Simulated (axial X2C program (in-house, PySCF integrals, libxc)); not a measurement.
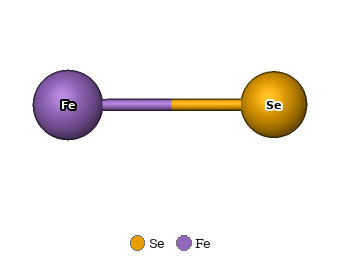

*The molecule at the reference distance of 2.168 Å.*

Relativistic diatomic calculation for SeFe⁺

SeFe⁺, single determinant with Ω = 5/2. Level asked for: M06, two-component X2C with atomic mean-field Coulomb and Gaunt terms, Se dyall-cv3z, Fe dyall-cv3z (cores contracted) (axial X2C program (in-house, PySCF integrals, libxc)).

## Input
```
{"zs": [34, 26], "q": 1, "bas": ["dyall-cv3z", "dyall-cv3z"], "levels": ["PBE0", "HF", "M06"], "cc": true, "r0": 2.16, "thr": -2.0, "nmax": 90, "npts": 10, "nst": 2, "ntry": 6}
```

The line is the task of a batch: nuclear charges, charge, bases, the levels to run, a first guess of the distance and further settings. This report covers M06 with spin-orbit coupling. The log is that of the reference distance 2.168 Å.

Launched within a batch (the task file carries these settings):
```bash
python <driver script> task.json out
```

## Log
```
two-component X2C + atomic mean field  M06
basis functions 210  fitting functions 1187  grid points 5799
iter        total energy     max residual
   1      -3701.161547211     1.30e-01
   2      -3701.166738683     2.81e-03
   3      -3701.166951617     8.26e-03
   4      -3701.167223236     1.05e-02
   5      -3701.167372532     2.50e-03
   6      -3701.167449013     2.06e-03
   7      -3701.167470526     7.19e-04
   8      -3701.167488565     8.33e-04
   9      -3701.167500217     6.74e-04
  10      -3701.167510626     4.36e-04
  11      -3701.167513890     1.25e-04
  12      -3701.167514579     7.72e-05
  13      -3701.167514768     4.66e-05
  14      -3701.167514839     2.66e-05
  15      -3701.167514867     1.91e-05
  16      -3701.167514874     7.97e-06
converged
one-electron -5550.89442609  Coulomb 1779.81855742  exact exchange -38.20439991  xc functional -106.41700974  nuclear repulsion 215.77151958  atomic mean-field constant -1.24175613
```

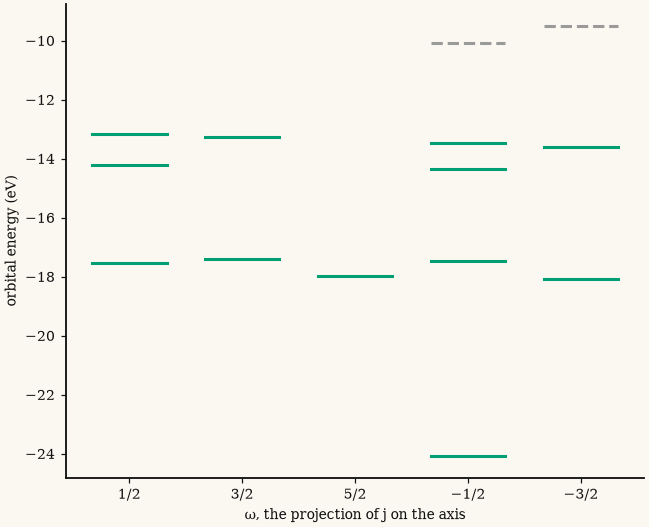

*Orbital energies near the frontier at 2.17 Å, filled (solid) and empty (dashed).*

The highest filled spinor (1/2; 55 % Fe d, 40 % Se p) lies at −13.18 eV, the lowest empty one (−1/2; 47 % Fe d, 44 % Fe s) at −10.10 eV.

## What the run reported

- outcome: not converged in a step after the SCF shown
- hardware: 1 thread of AMD EPYC (Zen 3), 192 GiB of memory available, shared host
- wall time: 3.9 s
- peak memory: 0.81 GiB

## What went wrong

The SCF whose log is shown converged, but a later step did not. The run therefore gave no full result.
